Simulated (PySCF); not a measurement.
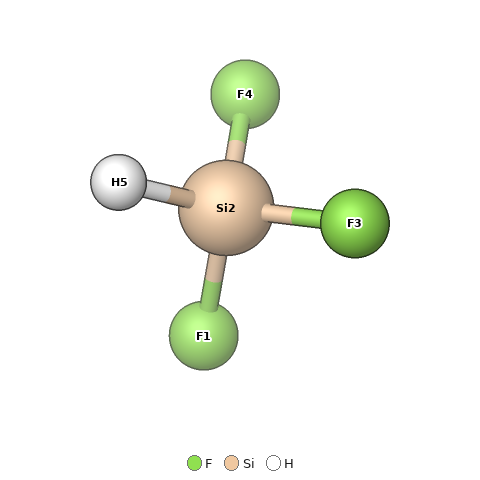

The molecule: SiHF₃, SMILES F[SiH](F)F.

Kohn-Sham orbital energies near the frontier, PBE0/def2-SVPD with PySCF 2.14.0, at a PBE0-D3(BJ)/def2-SVP geometry (no frequency check), isolated molecule; empty levels in grey, levels within 0.03 eV side by side.

Question: Where do the frontier orbitals lie?

Answer: HOMO at −11.44 eV, LUMO at 0.49 eV, 11.93 eV apart.

Question: List the levels with the atoms that carry most of them (a dash for levels above zero or within 0.03 eV of another, where shares mean little).

Answer:
```tsv
orbital	energy (eV)	Löwdin shares
LUMO	0.49	–
HOMO	−11.44	H5 33 %, Si2 28 %, F4/F1 13 % each
HOMO−1	−12.46	F4/F1/F3 34 % each
```

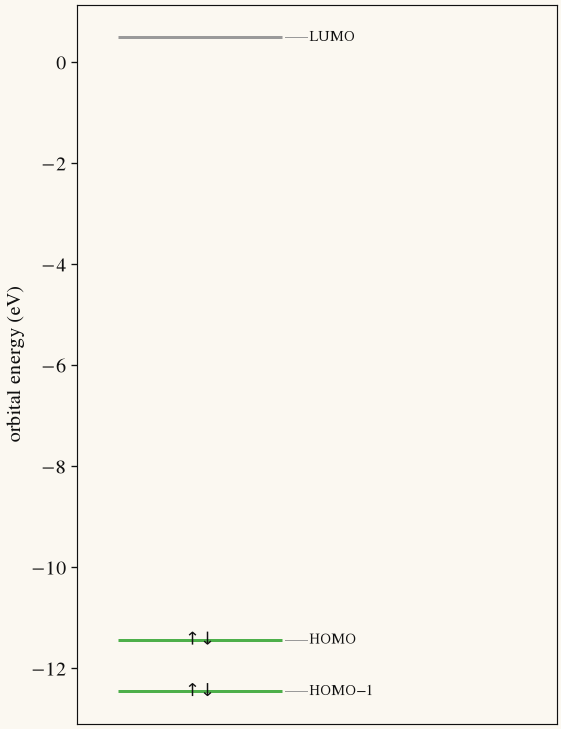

Note: empty levels above zero depend strongly on the basis.
